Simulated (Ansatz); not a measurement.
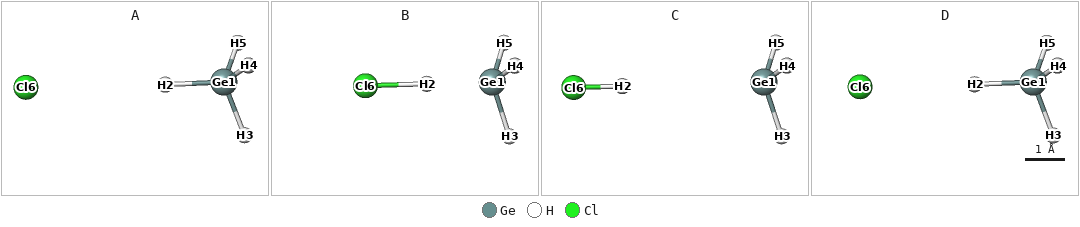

4 geometries from a converged minimum-energy path of GeH4Cl (multiplicity 2), made up at the start of GeH4 and Cl, shuffled. Style: ball-and-stick. Shown at a tilt.

The calculation used UHF/def2-SVP in Ansatz 0.2.0. Settings: 5 movable images; climbing image; force threshold 0.05 eV/Å; iteration limit 60; starting path through a guess of the saddle point.

Which frame is the transition state?

B. In order along the path, whose images run from 0 to 6: A (image 0, 0.00 eV), D (image 1, +0.01 eV), B (image 3, +0.47 eV), C (image 6, −0.25 eV). A hydrogen atom shifts from one atom to another. Breaking: Ge1–H2 (1.53 → 1.71 at the top → 3.70 Å). Forming: H2–Cl6 (3.64 → 1.60 at the top → 1.27 Å).

Limits of the set-up: the start holds two separate molecules, 3.6 Å apart at their closest, whose relative position is a soft coordinate and is computed without a dispersion correction; Hartree-Fock leaves out electron correlation.
